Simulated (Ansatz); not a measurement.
Base system: Ta in the bcc (W type) structure (space group Im-3m, No. 229; a = 3.3061 Å; relaxed with 0.1 eV smearing). Axes: x, y, z lie along the cube axes.

Structures relaxed with Kohn–Sham DFT with the r2SCAN functional, run in Ansatz (an electronic-structure program) with PAW and 500 eV plane waves, no SOC.

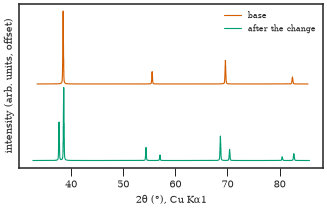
Simulated powder patterns before (top) and after one change

**Question.** Which change produced these results?
(A) biaxial strain +2.00 %, plane normal [001], relaxed out of plane
(B) biaxial strain +3.00 %, plane normal [001], relaxed out of plane
(C) biaxial strain +0.50 %, plane normal [001], relaxed out of plane

**Answer.** A, biaxial strain +2.00 %, plane normal [001], relaxed out of plane. Its volume per atom is 18.35 Å³ against 18.07 Å³, and its space group is I4/mmm (No. 139).

No phonon test of stability was made. All final runs are without spin polarisation.
